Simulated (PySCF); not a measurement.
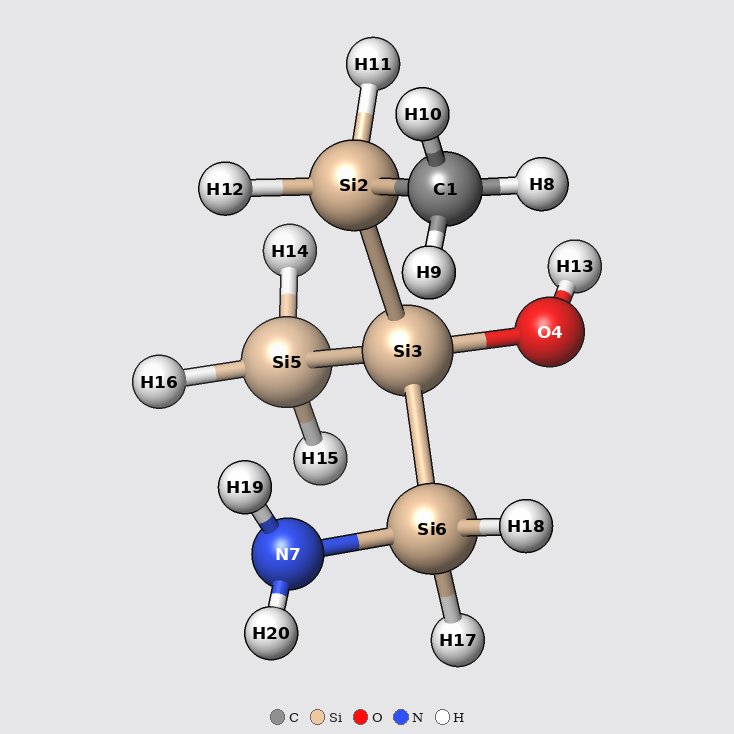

The geometry was computed by an optimisation with GFN2-xTB. No frequency run is at hand to confirm it as a minimum. Electric field gradients from the ground-state density, PBE0/pcSseg-1 (PySCF 2.14.0), non-relativistic apart from any core potentials.

Give the largest field-gradient component, the quadrupole coupling constant and the asymmetry for 17O at O4 (Q = −25.6 mb), 14N at N7 (Q = 20.44 mb), 2H at H8 (Q = 2.86 mb), 2H at H9 (Q = 2.86 mb).

| atom | V_zz (a.u.) | e²qQ/h (MHz) | η |
| --- | --- | --- | --- |
| O4 | 1.548 | −9.31 | 0.52 |
| N7 | −0.934 | −4.49 | 0.31 |
| H8 | 0.323 | 0.217 | 0.01 |
| H9 | 0.324 | 0.217 | 0.01 |

The geometry is semi-empirical. Around Si such bond lengths and angles can be off by a tenth of an ångström or more and by several degrees, and values that hang on the shape move with them.
